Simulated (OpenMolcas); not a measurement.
**Run report: CH$_{4}$NSi, property calculation (part 3 of 3)**

CH$_{4}$NSi, multiplicity 2, SMILES N=C[SiH2]; MN15/Ahlrichs_VDZ, UKS, PCM solvent dimethylsulfoxide (OpenMolcas 26.06). The geometry comes from this level: GFN2-xTB.

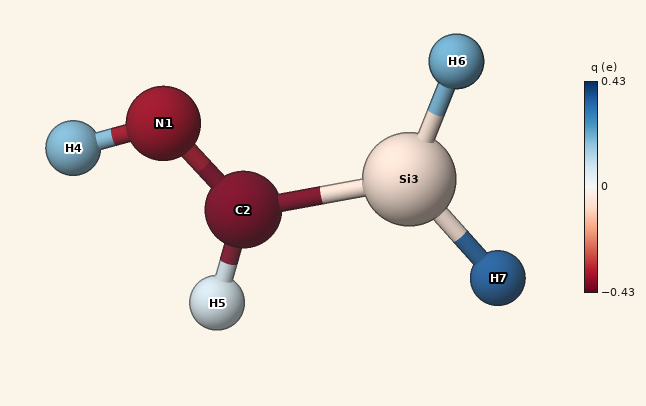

**Figure 1.** Mulliken charges, as the colour of each atom (ball-and-stick view, seen at a tilt; atoms are numbered from 1 in the order of the input). By element: N −0.37, C −0.41, Si −0.06 and H +0.08 to +0.36 e.

The run was set up as follows.

## The input
```
* CH4NSi Kohn-Sham DFT
>>> EXPORT MOLCAS_PRINT=2
&GATEWAY
Coord
7
angstrom
N       -1.548860      -0.132150      -0.159430
C       -0.314040      -0.117140      -0.518110
Si       0.986230       0.201460       0.727650
H       -2.206780      -0.315210      -0.914920
H        0.010790      -0.289530      -1.556520
H        0.698950       0.439760       2.123830
H        2.373720       0.212800       0.297500
Basis=Ahlrichs_VDZ
Group=NoSym
RF-Input
PCM-Model
Solvent=dimethylsulfoxide
End of RF-Input
&SEWARD
GridInput
Grid=UltraFine
End of Grid
&SCF
UHF
Spin=2
KSDFT=2
1.0 HYB_MGGA_X_MN15
1.0 MGGA_C_MN15
PrOrbitals=0
```

Command:
```bash
export MOLCAS_MEM=1860
pymolcas job.inp > job.log
```

## Key numbers

| quantity | value |
| --- | --- |
| outcome | converged |
| total energy | −384.317041 hartree |
| basis functions | 39 |
| ⟨S²⟩ | 0.764 |
| dipole moment | 4.01 debye |
| hardware | 1 thread of Arm Neoverse V2, 24 GiB of memory available, shared host |
| wall time | 17 s |
| peak memory | 0.37 GiB |

## Notes

Settings chosen away from the usual ones: grid set to UltraFine (from default).
